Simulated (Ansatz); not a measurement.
# MgH20Cl2O10: geometry relaxation (part 1 of 3)

System: MgH20Cl2O10 (disordered cell, 33 atoms in the cell).
Method: DFT PBE-D3(BJ), scalar-relativistic, plane waves, PAW, no spin polarisation (Ansatz 0.2.0).

The run did not end well. It belongs to a series of runs on one base structure; here: start relaxed.

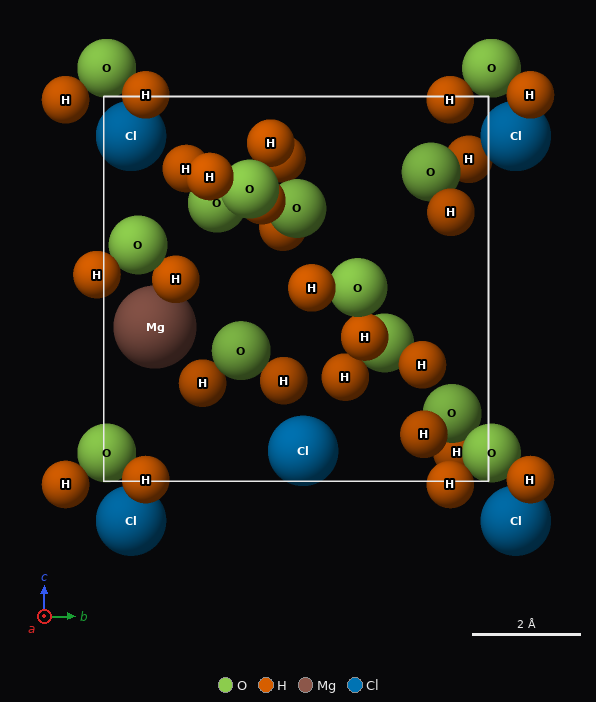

Fig. 1: The starting structure (spheres-only view of the cell of the calculation, along the a axis).

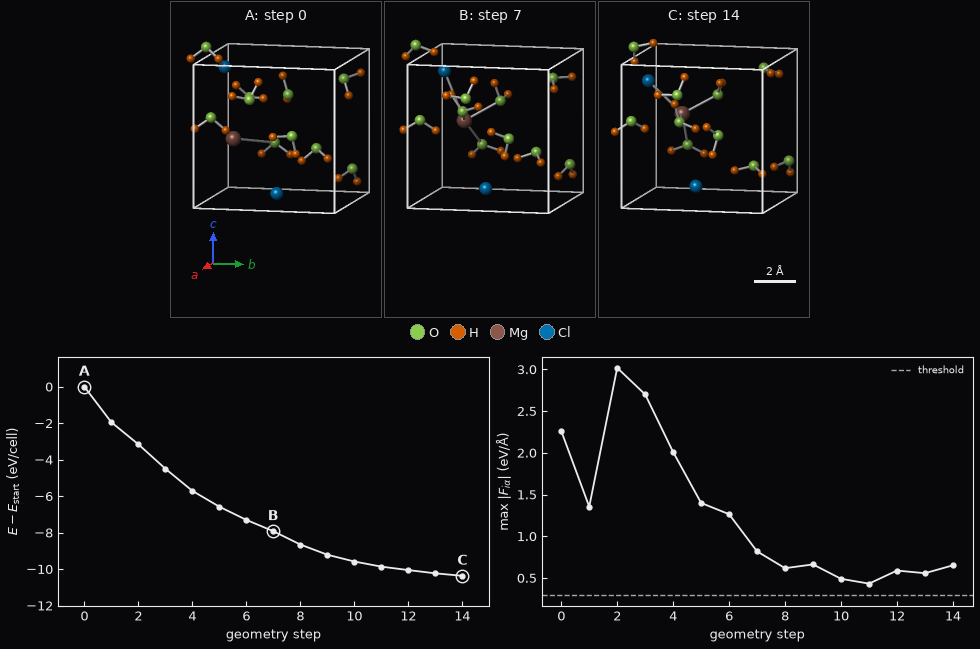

Fig. 2: Frames of the relaxation (ball-and-stick view of the cell of the calculation, seen slightly off an axis) above the curves, on which the letters mark them (the first geometry is step 0 here and step 1 in the log).

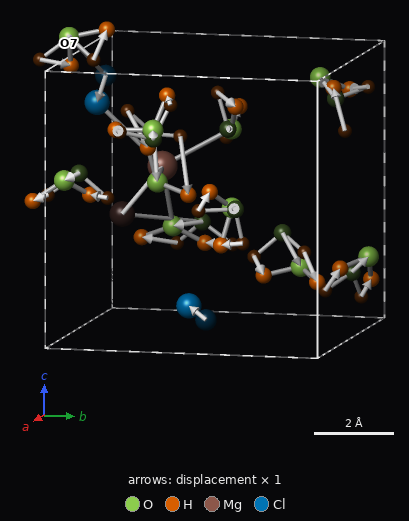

Fig. 3: Start (faint) and end (solid) with the displacements as white arrows, at true length (ball-and-stick view of the cell of the calculation, seen slightly off an axis). The relaxation stopped without meeting its thresholds, so the last structure isn't shown to be converged. After 14 geometry steps the energy has fallen by 10.365 eV per cell of the calculation. The largest force component goes from 2.3 to 0.65 eV/Å. The largest move is that of Mg31, 1.60 Å. By element the largest moves are Mg 1.60 Å, H 1.51 Å, O 1.23 Å, Cl 0.75 Å. The cell stays as it was. Among the contacts that change: O19–Mg31 3.487 → 2.004 Å, Mg31–Cl32 3.581 → 2.333 Å, O13–Mg31 2.915 → 2.034 Å, O7–Cl32 2.400 → 3.199 Å. New bonds form: Mg31–Cl32 (3.58 → 2.33 Å), O13–Mg31 (2.92 → 2.03 Å), O19–Mg31 (3.49 → 2.00 Å), O1–Mg31 (2.62 → 1.95 Å). Among the angles that change: H3–O1–Mg31 80.6° → 118.5°, H5–O4–H6 104.0° → 111.5°, H23–O22–H24 104.0° → 99.1°. (Atoms are counted from 1 in the order of the input.)

These pictures come from the run below.

### Input
```yaml
crystal:
  lattice:
    - [7.15309, 0.0, 0.0]
    - [0.0, 7.15309, 0.0]
    - [0.0, 0.0, 7.15309]
  atoms:
    - { symbol: O, position: [0.1095486, 0.3572133, 0.3394226] }
    - { symbol: H, position: [0.1076237, 0.4678328, 0.2613574] }
    - { symbol: H, position: [0.0767555, 0.2567799, 0.2547332] }
    - { symbol: O, position: [0.1011026, 0.9054948, 0.1761162] }
    - { symbol: H, position: [0.0114505, 0.9177438, 0.0753838] }
    - { symbol: H, position: [0.2012695, 0.8321381, 0.1220797] }
    - { symbol: O, position: [0.6641066, 0.0077526, 0.0733267] }
    - { symbol: H, position: [0.7216271, 0.1090136, 0.0042459] }
    - { symbol: H, position: [0.6772771, -0.0993399, -0.0084796] }
    - { symbol: O, position: [0.8479881, 0.6607153, 0.5033452] }
    - { symbol: H, position: [0.8091117, 0.6782044, 0.3748255] }
    - { symbol: H, position: [0.9109442, 0.5408389, 0.5025007] }
    - { symbol: O, position: [0.5820541, 0.2950847, 0.7228274] }
    - { symbol: H, position: [0.6521105, 0.4107781, 0.7292847] }
    - { symbol: H, position: [0.6434761, 0.2145381, 0.8126835] }
    - { symbol: O, position: [0.4246796, 0.7298734, 0.3593441] }
    - { symbol: H, position: [0.4983837, 0.8283062, 0.3026587] }
    - { symbol: H, position: [0.4323871, 0.6279192, 0.2705721] }
    - { symbol: O, position: [0.3114743, 0.5020691, 0.7088046] }
    - { symbol: H, position: [0.3077962, 0.4632525, 0.8384746] }
    - { symbol: H, position: [0.190422, 0.4656674, 0.6602681] }
    - { symbol: O, position: [0.1225061, 0.8507801, 0.8036107] }
    - { symbol: H, position: [0.1914002, 0.9022058, 0.6989992] }
    - { symbol: H, position: [0.035103, 0.9487859, 0.8366276] }
    - { symbol: O, position: [0.8585034, 0.0891439, 0.6140599] }
    - { symbol: H, position: [0.8315745, 0.1872642, 0.524719] }
    - { symbol: H, position: [0.8895325, -0.017751, 0.5369546] }
    - { symbol: O, position: [0.9279849, 0.3792249, 0.759323] }
    - { symbol: H, position: [1.009116, 0.2758372, 0.7919309] }
    - { symbol: H, position: [0.8947544, 0.4337141, 0.8787433] }
    - { symbol: Mg, position: [0.3921153, 0.1329935, 0.4007669] }
    - { symbol: Cl, position: [0.3853628, 0.0709163, 0.8974583] }
    - { symbol: Cl, position: [0.7077077, 0.5182122, 0.0788468] }
basis:
  ecutwfc: 420.0
kpoints:
  mp_grid: { grid: [1, 1, 1] }
hamiltonian:
  xc: pbe
  dispersion: d3bj
scf:
  occupations: { method: fermi_dirac, width: 0.02 }
  lower_state_search: "off"
relax:
  f_tol: 0.3
  max_steps: 15
  adjacent_minimum: "off"
```

Launch command:
```bash
ansatz run input.yaml --threads 1 --pin off --max-ram 3072MiB --backend cpu --events-out ev --progress --plain --runs-dir out
```

### Log
```
Engine: ansatz 0.2.0, aarch64-unknown-linux-gnu
Pseudopotentials: kind: paw
Pseudopotential: O, paw, valence charge 6, recommended cutoff 420 eV (normal), O.paw.azcp
Pseudopotential: H, paw, valence charge 1, recommended cutoff 420 eV (normal), H.paw.azcp
Pseudopotential: Mg, paw, valence charge 10, recommended cutoff 420 eV (normal), Mg.paw.azcp
Pseudopotential: Cl, paw, valence charge 7, recommended cutoff 420 eV (normal), Cl.paw.azcp
Functional definition: PBE
  parameter kappa = 0.804
  parameter beta = 0.06672455060314922
  exchange = pbe_x(kappa = kappa, mu = beta*pi^2/3)
  correlation = pbe_c(beta = beta)
Crystal: 33 atoms, lattice volume = 366.000 Å³
Basis set: ecut = 420 eV, 7123 PW (Γ), exchange–correlation on 96×96×96 points (8 copies of the dense FFT grid, shifted against one another)
Bands: 85, of which v1, the nominal top of the filled ones, is band 52 counted from 1 (51 counted from 0)
Symmetry: 1 space group operations
Space group: P1 (ITA 1), of the structure as read, at distance tolerance 7.2e-5 Å
k-points: 1
Non-local potential: O, projectors of the file, l = 0: 2, l = 1: 2, l = 2: 1
Non-local potential: H, projectors of the file, l = 0: 2, l = 1: 1
Non-local potential: Mg, projectors of the file, l = 0: 3, l = 1: 2, l = 2: 1
Non-local potential: Cl, projectors of the file, l = 0: 2, l = 1: 2, l = 2: 2
PAW form: soft (Blöchl's): semilocal exchange-correlation on the pseudo side does not see the compensation charge
PAW one-centre angular grid: O, 110 points (default); XC on 64 Gauss nodes
PAW one-centre angular grid: H, 110 points (default); XC on 64 Gauss nodes
PAW one-centre angular grid: Mg, 110 points (default); XC on 64 Gauss nodes
PAW one-centre angular grid: Cl, 110 points (default); XC on 64 Gauss nodes
Initial density: superposition of atomic densities (neutral atoms: chi_scale 0, normalization atom), corrected by the library's trained network
Initial wavefunctions: pseudopotential atomic-orbital guess
Functional: x = pbe(κ = 0.804, μ = 0.2195149727645171), c = pbe(β = 0.06672455060314922)
SCF iter   1: F=—  HF=-10075.474815 eV  |F-HF|=—  |Δ(HF+E_count)|=         —  Δρ=1.24e-2  dr2=1.69e0  ethr=1.77e-3  ⟨swp⟩=6.0  Hψ=394  notcnv=0  defer=15
preconditioner: auto → Resta (q_TF=auto, 2.212 Å⁻¹)  ε∞=2.7  [insulator: Δε(μ)=0.412 eV  Ē_g=12.875 eV  σ=0.020 eV  W_gap=1.00  n_scr=80 (ndim 8)  ℏωp=16.9 eV  f_vac=0.163  D(μ)=0.01/eV (n_scr^D=0)  ε∞_Penn≈2.7]
SCF iter   2: F=—  HF=-10076.097088 eV  |F-HF|=—  |Δ(HF+E_count)|=   6.22e-1  Δρ=3.56e-2  dr2=1.01e1  ethr=1.63e-3  ⟨swp⟩=3.0  Hψ=110  notcnv=0  defer=27  recentre
SCF iter   3: F=—  HF=-10075.324625 eV  |F-HF|=—  |Δ(HF+E_count)|=   7.72e-1  Δρ=1.02e-2  dr2=1.09e0  ethr=1.63e-3  ⟨swp⟩=3.0  Hψ=72  notcnv=0  defer=27
SCF iter   4: F=—  HF=-10075.238508 eV  |F-HF|=—  |Δ(HF+E_count)|=   8.61e-2  Δρ=9.44e-3  dr2=4.94e-1  ethr=1.05e-3  ⟨swp⟩=2.0  Hψ=102  notcnv=0  defer=27
SCF iter   5: F=—  HF=-10075.253219 eV  |F-HF|=—  |Δ(HF+E_count)|=   1.47e-2  Δρ=9.92e-3  dr2=8.39e-1  ethr=4.75e-4  ⟨swp⟩=2.0  Hψ=78  notcnv=0  defer=27
SCF iter   6: F=—  HF=-10075.226150 eV  |F-HF|=—  |Δ(HF+E_count)|=   2.71e-2  Δρ=6.80e-3  dr2=3.33e-1  ethr=4.75e-4  ⟨swp⟩=2.0  Hψ=62  notcnv=0  defer=27
SCF iter   7: F=—  HF=-10075.214918 eV  |F-HF|=—  |Δ(HF+E_count)|=   1.12e-2  Δρ=5.57e-3  dr2=2.27e-1  ethr=3.20e-4  ⟨swp⟩=2.0  Hψ=62  notcnv=0  defer=27
SCF iter   8: F=—  HF=-10075.206507 eV  |F-HF|=—  |Δ(HF+E_count)|=   8.41e-3  Δρ=1.25e-3  dr2=5.56e-3  ethr=2.19e-4  ⟨swp⟩=1.0  Hψ=98  notcnv=0  defer=27
SCF iter   9: F=—  HF=-10075.206215 eV  |F-HF|=—  |Δ(HF+E_count)|=   2.92e-4  Δρ=1.20e-3  dr2=1.04e-2  ethr=5.34e-6  ⟨swp⟩=2.0  Hψ=105  notcnv=0  defer=27
SCF iter  10: F=—  HF=-10075.205962 eV  |F-HF|=—  |Δ(HF+E_count)|=   2.53e-4  Δρ=7.74e-4  dr2=5.07e-3  ethr=5.34e-6  ⟨swp⟩=1.0  Hψ=58  notcnv=0  defer=27
SCF iter  11: F=—  HF=-10075.205866 eV  |F-HF|=—  |Δ(HF+E_count)|=   9.63e-5  Δρ=1.38e-4  dr2=7.74e-5  ethr=9.62e-8  ⟨swp⟩=4.0  Hψ=258  notcnv=0
SCF iter  12: F=-10075.205850 eV  HF=-10075.205863 eV  |F-HF|=1.30e-5  |Δ(HF+E_count)|=   2.61e-6  Δρ=6.51e-5  dr2=2.17e-5  ethr=7.44e-8  ⟨swp⟩=3.0  Hψ=189  notcnv=0
SCF 1 converged in 12 iterations: F = -10075.205850 eV  dr2 = 2.17e-5
  greatest PAW one-centre occupation: 1.000 electrons in one spin orbital (limit 2), on the Mg atom at site 30 (counted from 0), in its partial waves of l = 0
relax step   1: F+E_penalty+E_count = -10075.20585022 eV  Δ(F+E_penalty+E_count) = +0.000e0 eV  max|allowed force component| = 2.262e0 eV/Å  Δτ_max = 0.0000 Å  (12 SCF iters, dr2 threshold 1.00e-4 eV, accepted)
Initial density: handed on by an earlier stage of this run
Initial wavefunctions: those handed on with the density
iter 1 solved again at ethr=1.24e-3 eV; its pass at ethr=3.10e-3 eV (dr2=1.29e0 eV) is discarded
SCF iter   1: F=—  HF=-10077.365948 eV  |F-HF|=—  |Δ(HF+E_count)|=         —  Δρ=2.52e-2  dr2=1.30e0  ethr=1.24e-3  ⟨swp⟩=1.0  Hψ=401  notcnv=0  defer=14
preconditioner: auto → Resta (q_TF=auto, 2.212 Å⁻¹)  ε∞=2.4  [insulator: Δε(μ)=0.608 eV  Ē_g=15.688 eV  σ=0.020 eV  W_gap=1.00  n_scr=80 (ndim 8)  ℏωp=18.8 eV  f_vac=0.158  D(μ)=0.00/eV (n_scr^D=0)  ε∞_Penn≈2.4]
SCF iter   2: F=—  HF=-10077.378977 eV  |F-HF|=—  |Δ(HF+E_count)|=   1.30e-2  Δρ=3.26e-2  dr2=7.80e0  ethr=1.24e-3  ⟨swp⟩=3.0  Hψ=96  notcnv=0  defer=14  recentre
SCF iter   3: F=—  HF=-10077.326597 eV  |F-HF|=—  |Δ(HF+E_count)|=   5.24e-2  Δρ=1.91e-2  dr2=1.02e0  ethr=1.24e-3  ⟨swp⟩=3.0  Hψ=108  notcnv=0  defer=17
SCF iter   4: F=—  HF=-10077.241607 eV  |F-HF|=—  |Δ(HF+E_count)|=   8.50e-2  Δρ=1.23e-2  dr2=6.16e-1  ethr=9.83e-4  ⟨swp⟩=2.0  Hψ=65  notcnv=0  defer=19
SCF iter   5: F=—  HF=-10077.154068 eV  |F-HF|=—  |Δ(HF+E_count)|=   8.75e-2  Δρ=2.69e-3  dr2=2.84e-2  ethr=5.93e-4  ⟨swp⟩=3.0  Hψ=68  notcnv=0  defer=23
SCF iter   6: F=—  HF=-10077.154468 eV  |F-HF|=—  |Δ(HF+E_count)|=   4.00e-4  Δρ=1.77e-3  dr2=1.36e-2  ethr=2.73e-5  ⟨swp⟩=2.0  Hψ=134  notcnv=0  defer=26
SCF iter   7: F=—  HF=-10077.153600 eV  |F-HF|=—  |Δ(HF+E_count)|=   8.68e-4  Δρ=9.06e-4  dr2=6.59e-3  ethr=1.31e-5  ⟨swp⟩=2.0  Hψ=106  notcnv=0  defer=26
SCF iter   8: F=—  HF=-10077.153327 eV  |F-HF|=—  |Δ(HF+E_count)|=   2.73e-4  Δρ=2.58e-4  dr2=3.38e-4  ethr=6.34e-6  ⟨swp⟩=1.0  Hψ=59  notcnv=0  defer=26
SCF iter   9: F=—  HF=-10077.153365 eV  |F-HF|=—  |Δ(HF+E_count)|=   3.85e-5  Δρ=1.87e-4  dr2=2.14e-4  ethr=3.25e-7  ⟨swp⟩=2.0  Hψ=91  notcnv=0  defer=26
SCF iter  10: F=—  HF=-10077.153376 eV  |F-HF|=—  |Δ(HF+E_count)|=   1.07e-5  Δρ=1.59e-4  dr2=2.25e-4  ethr=2.06e-7  ⟨swp⟩=2.0  Hψ=62  notcnv=0  defer=26
[...]
WARN: dispersion: an atom stands within reach of a switch of its C6 between two reference coordination numbers of its element: through that C6 alone, e_disp changes by 0.025 eV or more while the distances to its neighbours run over a stretch of 0.05 Å that contains this geometry (sites counted from 0 in the run's list of atoms or, in a supercell that it derives, in that cell's: here a list of 33) — site 30 (Mg): coordination number 1.143 (about 0.94 to 1.34 with every neighbour 0.05 Å farther or nearer), switch near 1.456 between the references 0.963 (weight 0.92) and 1.950 (weight 0.08), e_disp changing by some 0.03 eV. This is how the published method behaves, and the energy and the forces stay consistent. Where you compare this geometry's total energy with another's, compare their components.e_disp too, and, where the geometries are yours to choose, keep both on one side of the switch, which a site's coordination number tells: a relaxation that ends in reach of it can search the other side under relax.adjacent_minimum: search, except where no move that the cell, the constraints and the symmetry allow carries the atom there
relax step   2: F+E_penalty+E_count = -10077.15334049 eV  Δ(F+E_penalty+E_count) = -1.947e0 eV  max|allowed force component| = 1.355e0 eV/Å  Δτ_max = 0.1967 Å  (11 SCF iters, dr2 threshold 1.00e-4 eV, accepted)
preconditioner: auto → Resta (q_TF=auto, 2.212 Å⁻¹)  ε∞=2.5  [insulator: Δε(μ)=0.763 eV  Ē_g=15.596 eV  σ=0.020 eV  W_gap=1.00  n_scr=80 (ndim 8)  ℏωp=18.8 eV  f_vac=0.166  D(μ)=0.00/eV (n_scr^D=0)  ε∞_Penn≈2.5]
WARN: dispersion: an atom stands within reach of a switch of its C6 between two reference coordination numbers of its element: through that C6 alone, e_disp changes by 0.025 eV or more while the distances to its neighbours run over a stretch of 0.05 Å that contains this geometry (sites counted from 0 in the run's list of atoms or, in a supercell that it derives, in that cell's: here a list of 33) — site 30 (Mg): coordination number 1.603 (about 1.40 to 1.81 with every neighbour 0.05 Å farther or nearer), switch near 1.456 between the references 1.950 (weight 0.76) and 0.963 (weight 0.24), e_disp changing by some 0.05 eV. This is how the published method behaves, and the energy and the forces stay consistent. Where you compare this geometry's total energy with another's, compare their components.e_disp too, and, where the geometries are yours to choose, keep both on one side of the switch, which a site's coordination number tells: a relaxation that ends in reach of it can search the other side under relax.adjacent_minimum: search, except where no move that the cell, the constraints and the symmetry allow carries the atom there
relax step   3: F+E_penalty+E_count = -10078.36130255 eV  Δ(F+E_penalty+E_count) = -1.208e0 eV  max|allowed force component| = 3.019e0 eV/Å  Δτ_max = 0.1991 Å  (8 SCF iters, dr2 threshold 1.00e-4 eV, accepted)
preconditioner: auto → Resta (q_TF=auto, 2.212 Å⁻¹)  ε∞=2.4  [insulator: Δε(μ)=1.070 eV  Ē_g=15.735 eV  σ=0.020 eV  W_gap=1.00  n_scr=80 (ndim 8)  ℏωp=18.8 eV  f_vac=0.183  D(μ)=0.00/eV (n_scr^D=0)  ε∞_Penn≈2.4]
relax step   4: F+E_penalty+E_count = -10079.69803063 eV  Δ(F+E_penalty+E_count) = -1.337e0 eV  max|allowed force component| = 2.700e0 eV/Å  Δτ_max = 0.1950 Å  (7 SCF iters, dr2 threshold 1.00e-4 eV, accepted)
preconditioner: auto → Resta (q_TF=auto, 2.212 Å⁻¹)  ε∞=2.4  [insulator: Δε(μ)=1.622 eV  Ē_g=15.903 eV  σ=0.020 eV  W_gap=1.00  n_scr=80 (ndim 8)  ℏωp=18.8 eV  f_vac=0.196  D(μ)=0.00/eV (n_scr^D=0)  ε∞_Penn≈2.4]
relax step   5: F+E_penalty+E_count = -10080.91149709 eV  Δ(F+E_penalty+E_count) = -1.213e0 eV  max|allowed force component| = 2.009e0 eV/Å  Δτ_max = 0.1950 Å  (6 SCF iters, dr2 threshold 1.00e-4 eV, accepted)
preconditioner: auto → Resta (q_TF=auto, 2.212 Å⁻¹)  ε∞=2.4  [insulator: Δε(μ)=2.271 eV  Ē_g=16.105 eV  σ=0.020 eV  W_gap=1.00  n_scr=80 (ndim 8)  ℏωp=18.8 eV  f_vac=0.202  D(μ)=0.00/eV (n_scr^D=0)  ε∞_Penn≈2.4]
relax step   6: F+E_penalty+E_count = -10081.78173088 eV  Δ(F+E_penalty+E_count) = -8.702e-1 eV  max|allowed force component| = 1.400e0 eV/Å  Δτ_max = 0.1910 Å  (6 SCF iters, dr2 threshold 1.00e-4 eV, accepted)
preconditioner: auto → Resta (q_TF=auto, 2.212 Å⁻¹)  ε∞=2.3  [insulator: Δε(μ)=2.806 eV  Ē_g=16.231 eV  σ=0.020 eV  W_gap=1.00  n_scr=80 (ndim 8)  ℏωp=18.8 eV  f_vac=0.209  D(μ)=0.00/eV (n_scr^D=0)  ε∞_Penn≈2.3]
relax step   7: F+E_penalty+E_count = -10082.50405372 eV  Δ(F+E_penalty+E_count) = -7.223e-1 eV  max|allowed force component| = 1.265e0 eV/Å  Δτ_max = 0.1950 Å  (6 SCF iters, dr2 threshold 1.00e-4 eV, accepted)
preconditioner: auto → Resta (q_TF=auto, 2.212 Å⁻¹)  ε∞=2.3  [insulator: Δε(μ)=3.236 eV  Ē_g=16.615 eV  σ=0.020 eV  W_gap=1.00  n_scr=80 (ndim 8)  ℏωp=19.0 eV  f_vac=0.216  D(μ)=0.00/eV (n_scr^D=0)  ε∞_Penn≈2.3]
relax step   8: F+E_penalty+E_count = -10083.12559514 eV  Δ(F+E_penalty+E_count) = -6.215e-1 eV  max|allowed force component| = 8.193e-1 eV/Å  Δτ_max = 0.1952 Å  (6 SCF iters, dr2 threshold 1.00e-4 eV, accepted)
preconditioner: auto → Resta (q_TF=auto, 2.212 Å⁻¹)  ε∞=2.3  [insulator: Δε(μ)=3.672 eV  Ē_g=16.699 eV  σ=0.020 eV  W_gap=1.00  n_scr=80 (ndim 8)  ℏωp=19.0 eV  f_vac=0.226  D(μ)=0.00/eV (n_scr^D=0)  ε∞_Penn≈2.3]
relax step   9: F+E_penalty+E_count = -10083.85509779 eV  Δ(F+E_penalty+E_count) = -7.295e-1 eV  max|allowed force component| = 6.183e-1 eV/Å  Δτ_max = 0.1948 Å  (6 SCF iters, dr2 threshold 1.00e-4 eV, accepted)
preconditioner: auto → Resta (q_TF=auto, 2.212 Å⁻¹)  ε∞=2.3  [insulator: Δε(μ)=3.888 eV  Ē_g=16.740 eV  σ=0.020 eV  W_gap=1.00  n_scr=80 (ndim 8)  ℏωp=19.0 eV  f_vac=0.230  D(μ)=0.00/eV (n_scr^D=0)  ε∞_Penn≈2.3]
relax step  10: F+E_penalty+E_count = -10084.41483810 eV  Δ(F+E_penalty+E_count) = -5.597e-1 eV  max|allowed force component| = 6.633e-1 eV/Å  Δτ_max = 0.1963 Å  (6 SCF iters, dr2 threshold 1.00e-4 eV, accepted)
preconditioner: auto → Resta (q_TF=auto, 2.212 Å⁻¹)  ε∞=2.3  [insulator: Δε(μ)=4.016 eV  Ē_g=16.793 eV  σ=0.020 eV  W_gap=1.00  n_scr=80 (ndim 8)  ℏωp=19.0 eV  f_vac=0.232  D(μ)=0.00/eV (n_scr^D=0)  ε∞_Penn≈2.3]
relax step  11: F+E_penalty+E_count = -10084.78611218 eV  Δ(F+E_penalty+E_count) = -3.713e-1 eV  max|allowed force component| = 4.910e-1 eV/Å  Δτ_max = 0.1939 Å  (6 SCF iters, dr2 threshold 1.00e-4 eV, accepted)
preconditioner: auto → Resta (q_TF=auto, 2.212 Å⁻¹)  ε∞=2.3  [insulator: Δε(μ)=4.083 eV  Ē_g=16.829 eV  σ=0.020 eV  W_gap=1.00  n_scr=80 (ndim 8)  ℏωp=19.0 eV  f_vac=0.233  D(μ)=0.00/eV (n_scr^D=0)  ε∞_Penn≈2.3]
```
